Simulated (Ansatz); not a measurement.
## Run report: CH$_{5}$F$_{3}$Ge, nudged elastic band

CH$_{5}$F$_{3}$Ge, computed with RKS B3LYP/def2-SVP (Ansatz 0.2.0).

One setting was made poor on purpose. It belongs to a series of runs on one base structure; here: band between the two ends. Figures and captions count atoms from 1; the log counts them from 0 in places.

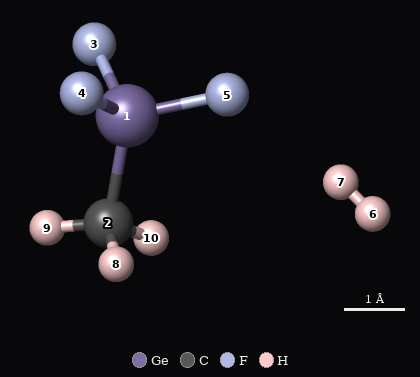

**Figure 1.** The input geometry (ball-and-stick view, seen at a tilt; atoms are numbered from 1 in the order of the input). Sticks mark near contacts.

### Input file
```yaml
crystal:
  periodic: [false, false, false]
  atoms:
    - { symbol: Ge, position_ang: [-1.112665, 0.151208, -0.045838] }
    - { symbol: C, position_ang: [0.108839, -0.876733, -1.121821] }
    - { symbol: F, position_ang: [-2.176769, 1.144359, -0.973167] }
    - { symbol: F, position_ang: [-2.136886, -0.817138, 0.949988] }
    - { symbol: F, position_ang: [-0.316614, 1.235686, 1.042903] }
    - { symbol: H, position_ang: [2.672535, 1.146987, 2.168865] }
    - { symbol: H, position_ang: [1.947704, 1.222963, 1.948867] }
    - { symbol: H, position_ang: [0.563333, -1.662088, -0.502027] }
    - { symbol: H, position_ang: [-0.441536, -1.333374, -1.956158] }
    - { symbol: H, position_ang: [0.892161, -0.21197, -1.51171] }
basis:
  gaussian: { orbitals: def2-SVP }
hamiltonian:
  xc: b3lyp
neb:
  order_check: false
  images: 2
  f_tol: 0.05
  max_iterations: 60
  climbing: false
  final_atoms:
    - { symbol: Ge, position_ang: [-0.91876986, 1.28368777, 0.93586146] }
    - { symbol: C, position_ang: [1.00336979, -1.25042765, -0.94806235] }
    - { symbol: F, position_ang: [-1.71120733, 0.96811384, -0.56074061] }
    - { symbol: F, position_ang: [-0.92022217, -0.19443128, 1.82178405] }
    - { symbol: F, position_ang: [-1.94465351, 2.36202648, 1.80055402] }
    - { symbol: H, position_ang: [0.72525068, -1.43287943, 0.10062111] }
    - { symbol: H, position_ang: [0.47914464, 1.84920767, 0.74967935] }
    - { symbol: H, position_ang: [1.13857522, -2.21538434, -1.45683985] }
    - { symbol: H, position_ang: [0.20324351, -0.68703908, -1.45033506] }
    - { symbol: H, position_ang: [1.94537102, -0.68297399, -0.99262012] }
  initial_path:
    images:
      - { positions_ang: [[-1.112665, 0.151208, -0.045838], [0.108839, -0.876733, -1.121821], [-2.176769, 1.144359, -0.973167], [-2.136886, -0.817138, 0.949988], [-0.316614, 1.235686, 1.042903], [2.672535, 1.146987, 2.168865], [1.947704, 1.222963, 1.948867], [0.563333, -1.662088, -0.502027], [-0.441536, -1.333374, -1.956158], [0.892161, -0.21197, -1.51171]] }
      - { positions_ang: [[-0.95783451, 0.40704854, 0.19216013], [0.48857268, -0.7403008, -0.91815158], [-2.349439, 0.93166629, -0.62000791], [-1.68037023, -0.49957362, 1.44372255], [-0.4243782, 1.8702606, 0.75007711], [1.57184935, 0.24940429, 1.03960865], [1.21287104, 0.60510463, 1.51268714], [0.74498713, -1.62188671, -0.34731762], [0.07519255, -1.11119115, -1.8617229], [1.3186512, -0.09063207, -1.19115356]] }
      - { positions_ang: [[-0.8932028, 0.7845418, 0.51939328], [0.78674961, -0.86486568, -0.86023203], [-2.19425178, 0.8729179, -0.48253245], [-1.27481562, -0.29200471, 1.73432123], [-0.96705803, 2.24570742, 1.00262745], [0.92275457, -0.61055118, 0.35019403], [0.72335125, 0.81385285, 1.11295792], [0.93673453, -1.80631883, -0.66558857], [0.29011906, -0.89574618, -1.69311525], [1.66972121, -0.2476334, -1.0181236]] }
      - { positions_ang: [[-0.91876986, 1.28368777, 0.93586146], [1.00336979, -1.25042765, -0.94806235], [-1.71120733, 0.96811384, -0.56074061], [-0.92022217, -0.19443128, 1.82178405], [-1.94465351, 2.36202648, 1.80055402], [0.72525068, -1.43287943, 0.10062111], [0.47914464, 1.84920767, 0.74967935], [1.13857522, -2.21538434, -1.45683985], [0.20324351, -0.68703908, -1.45033506], [1.94537102, -0.68297399, -0.99262012]] }
```

Machine: 2 threads of Intel Xeon (Sapphire Rapids), 16 GiB of memory available, shared host.

Launch command:
```bash
ansatz run input.yaml --threads 2 --pin off --max-ram 3072MiB --backend cpu --events-out ev --progress --plain --runs-dir out
```

### The program's output
```
Engine: ansatz 0.2.0, x86_64-unknown-linux-gnu
Functional definition: B3LYP
  parameter a0 = 0.2
  parameter ax = 0.72
  parameter ac = 0.81
  exchange = (1 - a0 - ax)*slater_x + ax*b88_x + a0*exact_x
  correlation = (1 - ac)*vwn_rpa_c + ac*lyp_c
1185 factors; integrals over basis functions are off by at most 2.8e-4 eV
mean field evaluation 1: about -65768.6615 eV, gradient 6.8e1 eV
mean field evaluation 2: about -65760.5581 eV, gradient 1.0e2 eV
mean field evaluation 4: about -65776.9621 eV, gradient 2.9e0 eV
mean field evaluation 8: about -65776.9934 eV, gradient 2.3e-2 eV
mean field -65776.99340328 eV, -2417.2599223231 hartree, gradient 5.0e-5 eV, S^2 0.000000; 0 other end points of the search recorded, 0 dependent functions left out
the calculation of the forces begins
reference -65776.99365773 eV, -2417.2599316740 hartree; 35, 35 occupied and 78, 78 virtual orbitals, 1185 factors
1183 factors; integrals over basis functions are off by at most 1.2e-3 eV
mean field evaluation 16: about -65757.6370 eV, gradient 1.1e2 eV
mean field -65777.26760630 eV, -2417.2699990983 hartree, gradient 4.1e-5 eV, S^2 0.000000; 0 other end points of the search recorded, 0 dependent functions left out
[... from here on the field's lines of each further geometry are left out, up to the last ...]
NEB iter   1: max|band force component| = 9.981e0 eV/Å  barrier→ = 5.4696 eV  barrier← = 5.7438 eV  Δτ_max = 0.1982 Å  (102 SCF iters)
NEB iter   2: max|band force component| = 3.474e0 eV/Å  barrier→ = 2.0852 eV  barrier← = 2.3595 eV  Δτ_max = 0.1957 Å  (61 SCF iters)
NEB iter   3: max|band force component| = 1.453e0 eV/Å  barrier→ = 1.0500 eV  barrier← = 1.3242 eV  Δτ_max = 0.2000 Å  (62 SCF iters)
NEB iter   4: max|band force component| = 9.380e-1 eV/Å  barrier→ = 0.5368 eV  barrier← = 0.8110 eV  Δτ_max = 0.2000 Å  (63 SCF iters)
NEB iter   5: max|band force component| = 7.776e-1 eV/Å  barrier→ = 0.3716 eV  barrier← = 0.6458 eV  Δτ_max = 0.1318 Å  (57 SCF iters)
NEB iter   6: max|band force component| = 2.874e-1 eV/Å  barrier→ = 0.2338 eV  barrier← = 0.5080 eV  Δτ_max = 0.0392 Å  (58 SCF iters)
NEB iter   7: max|band force component| = 2.149e-1 eV/Å  barrier→ = 0.2015 eV  barrier← = 0.4757 eV  Δτ_max = 0.0594 Å  (51 SCF iters)
NEB iter   8: max|band force component| = 9.021e-2 eV/Å  barrier→ = 0.1917 eV  barrier← = 0.4659 eV  Δτ_max = 0.0123 Å  (57 SCF iters)
NEB iter   9: max|band force component| = 5.235e-2 eV/Å  barrier→ = 0.1972 eV  barrier← = 0.4714 eV  Δτ_max = 0.0150 Å  (52 SCF iters)
the calculation of the forces begins
reference -65776.83431598 eV, -2417.2540759728 hartree; 35, 35 occupied and 78, 78 virtual orbitals, 1185 factors
1185 factors; integrals over basis functions are off by at most 1.1e-3 eV
mean field -65776.79203748 eV, -2417.2525222664 hartree, gradient 1.1e-5 eV, S^2 0.000000; 1 other end points of the search recorded, 0 dependent functions left out
the calculation of the forces begins
reference -65776.79226941 eV, -2417.2525307896 hartree; 35, 35 occupied and 78, 78 virtual orbitals, 1185 factors
NEB iter  10: max|band force component| = 2.546e-2 eV/Å  barrier→ = 0.2014 eV  barrier← = 0.4756 eV  Δτ_max = 0.0000 Å  (106 SCF iters)
```

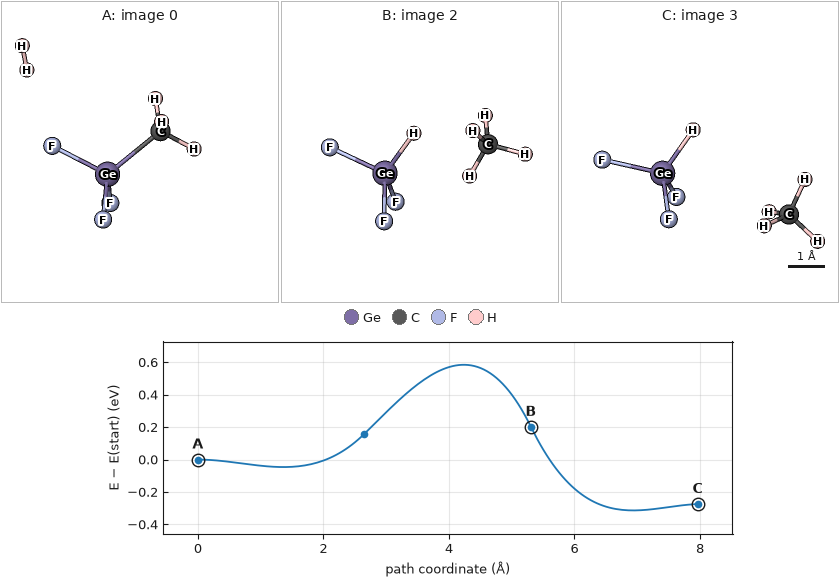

**Figure 2.** Images of the last band (counted from 0; ball-and-stick, seen at a tilt) above the energy along the path; the line is a cubic interpolation that uses the forces. The highest image is number 2, 0.201 eV above the start and 0.476 eV above the end; the end lies 0.274 eV below the start. The path is 7.96 Å long. The band converged in 10 iterations.

```
Total energy: -65776.79226941 eV, -2417.2525307896 hartree
Atom 0 at    -0.923581     0.851252     0.868980 Å, force    -0.006621     0.218004     0.326718 eV/Å
Atom 1 at     1.012988    -0.897310    -0.882012 Å, force     0.303476    -0.143231     0.048804 eV/Å
Atom 2 at    -1.674733     0.574536    -0.664668 Å, force     0.271603    -0.036076     0.068638 eV/Å
Atom 3 at    -1.945978    -0.057435     1.915111 Å, force    -0.155371     0.143104     0.149208 eV/Å
Atom 4 at    -1.071524     2.557568     1.015680 Å, force    -0.317172     0.248902     0.183311 eV/Å
Atom 5 at     1.270601    -0.585631     0.147097 Å, force    -0.182190    -0.246286    -0.516648 eV/Å
Atom 6 at     0.518600     0.571955     1.286396 Å, force    -0.372130     0.081983    -0.158507 eV/Å
Atom 7 at     1.297582    -1.947687    -0.974688 Å, force     0.225456    -0.195018    -0.266141 eV/Å
Atom 8 at    -0.053416    -0.811137    -1.134063 Å, force     0.064338     0.060463     0.282363 eV/Å
Atom 9 at     1.569562    -0.256211    -1.577930 Å, force     0.168610    -0.131844    -0.117746 eV/Å
Dipole moment:     0.533692    -0.196072     0.010714 e Å
this run last wrote the band of iteration 10 to [file]
```

### The last band as extended XYZ (Å, eV, eV/Å)
```
10
Properties=species:S:1:pos:R:3:forces:R:3 image=0 energy=-65776.99340
Ge   -1.1127    0.1512   -0.0458   -0.0139   0.0091   0.0122
C     0.1088   -0.8767   -1.1218    0.0000   0.0006   0.0042
F    -2.1768    1.1444   -0.9732    0.0044  -0.0011  -0.0045
F    -2.1369   -0.8171    0.9500    0.0016  -0.0047  -0.0047
F    -0.3166    1.2357    1.0429    0.0055  -0.0033  -0.0021
H     2.6725    1.1470    2.1689    0.0001  -0.0001  -0.0007
H     1.9477    1.2230    1.9489    0.0000   0.0000   0.0003
H     0.5633   -1.6621   -0.5020    0.0026   0.0018   0.0005
H    -0.4415   -1.3334   -1.9562    0.0009  -0.0006  -0.0004
H     0.8922   -0.2120   -1.5117   -0.0012  -0.0016  -0.0048
10
Properties=species:S:1:pos:R:3:forces:R:3 image=1 energy=-65776.83409
Ge   -0.9088    0.3779    0.1199    0.0056  -0.0918  -0.1369
C     0.3890   -0.6327   -0.9201   -0.1223   0.0426  -0.0155
F    -2.3030    0.6272   -0.8670   -0.1141   0.0208  -0.0321
F    -1.5100   -0.3781    1.5520    0.0831  -0.0600  -0.0686
F    -0.4780    1.9744    0.6320    0.1210  -0.1085  -0.0580
H     1.6268   -0.0668    1.3042    0.0643   0.0965   0.2187
H     1.3309    0.5710    1.5933    0.1615  -0.0092   0.0577
H     0.7926   -1.4948   -0.3704   -0.1028   0.0870   0.1053
H    -0.1562   -0.9929   -1.8003   -0.0244  -0.0325  -0.1286
H     1.2167    0.0147   -1.2437   -0.0719   0.0551   0.0580
10
Properties=species:S:1:pos:R:3:forces:R:3 image=2 energy=-65776.79204
Ge   -0.9236    0.8513    0.8690   -0.0066   0.2180   0.3267
C     1.0130   -0.8973   -0.8820    0.3035  -0.1432   0.0488
F    -1.6747    0.5745   -0.6647    0.2716  -0.0361   0.0686
F    -1.9460   -0.0574    1.9151   -0.1554   0.1431   0.1492
F    -1.0715    2.5576    1.0157   -0.3172   0.2489   0.1833
H     1.2706   -0.5856    0.1471   -0.1822  -0.2463  -0.5166
H     0.5186    0.5720    1.2864   -0.3721   0.0820  -0.1585
H     1.2976   -1.9477   -0.9747    0.2255  -0.1950  -0.2661
H    -0.0534   -0.8111   -1.1341    0.0643   0.0605   0.2824
H     1.5696   -0.2562   -1.5779    0.1686  -0.1318  -0.1177
10
Properties=species:S:1:pos:R:3:forces:R:3 image=3 energy=-65777.26761
Ge   -0.9188    1.2837    0.9359   -0.0141  -0.0112   0.0167
C     1.0034   -1.2504   -0.9481    0.0019   0.0106   0.0114
F    -1.7112    0.9681   -0.5607    0.0056   0.0019   0.0094
F    -0.9202   -0.1944    1.8218   -0.0027   0.0271  -0.0147
F    -1.9447    2.3620    1.8006    0.0158  -0.0165  -0.0103
H     0.7253   -1.4329    0.1006    0.0051   0.0064  -0.0231
H     0.4791    1.8492    0.7497   -0.0058   0.0007  -0.0002
H     1.1386   -2.2154   -1.4568    0.0010   0.0041  -0.0006
H     0.2032   -0.6870   -1.4503    0.0123  -0.0100   0.0099
H     1.9454   -0.6830   -0.9926   -0.0191  -0.0131   0.0016
```

### Summary

```tsv
quantity	value
outcome	converged
barrier, forward	0.201 eV
barrier, backward	0.476 eV
wall time	55 s (CPU time 1.8 min)
peak memory	0.29 GiB
```

### Remarks

A deliberately poor setting: few images. The order of the saddle point was not checked.
